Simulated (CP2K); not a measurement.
Consider nitrogen at its PBE geometry (Å).

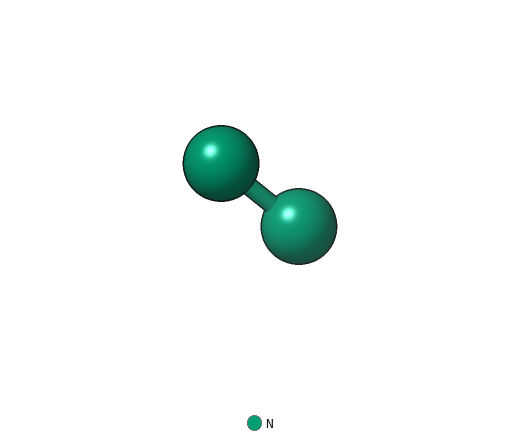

The molecule (nitrogen teal).

```xyz
2

N     0.5529    0.0000    0.0000
N    -0.5529    0.0000    0.0000
```

Method: CP2K XAS_TDP, all-electron GAPW, PBEh(45%), aug-cc-pVTZ, TDA, GW2X-corrected core level, no relativity.

**Question.** Predict the bright core excitations at the N K edge.

Leading lines: N1 401.06 eV. The leading line of an atom is its first one with 35 % of the strongest within 2.5 eV of its lowest line over the strength cut. Core ionisation energies at this level: N1 408.46 eV.

The first six lines of each atom with a strength over 0.0015:

| atom | energy (eV) | states | strength, one atom | above the computed threshold |
| --- | --- | --- | --- | --- |
| N1 (bonded to N), 2 alike | 401.06 | 2 | 0.1276 |  |
|  | 407.33 | 1 | 0.0041 |  |
|  | 408.16 | 2 | 0.0074 |  |
|  | 410.13 | 2 | 0.0050 | yes |
|  | 416.58 | 1 | 0.0203 | yes |
|  | 417.73 | 2 | 0.0279 | yes |

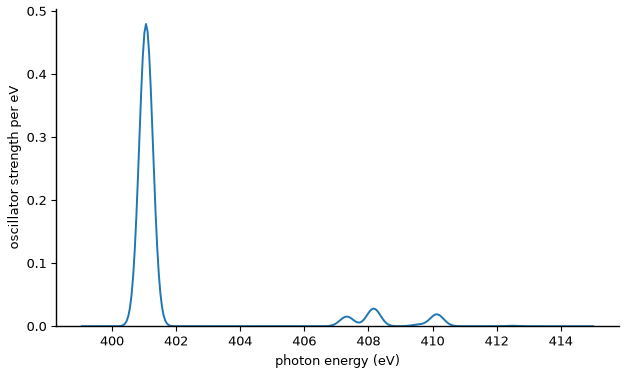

All atoms added, broadened by 0.5 eV.

Lines are vertical, at one geometry, with no vibrational structure. GW2X ionisation energies and lines can be off by 1 to 2 eV either way, and a good line position may hide errors that cancel. These values hold no scalar relativity, about 0.2 eV for N 1s. Rydberg lines, and the discretised continuum above threshold, depend on the basis and the box.

[Banner, clock and machine lines of the logs are left out without a mark of their own.]

[Logs are printed without paths, hosts, clocks, repeated set-up lines and the standing remarks that a program may print on its own settings, such as how far it seeks lower states.]

[Hosts, paths, dates, database ids (printed as entryN), source tags and the programs' standing remarks are cut or masked in the printed files.]
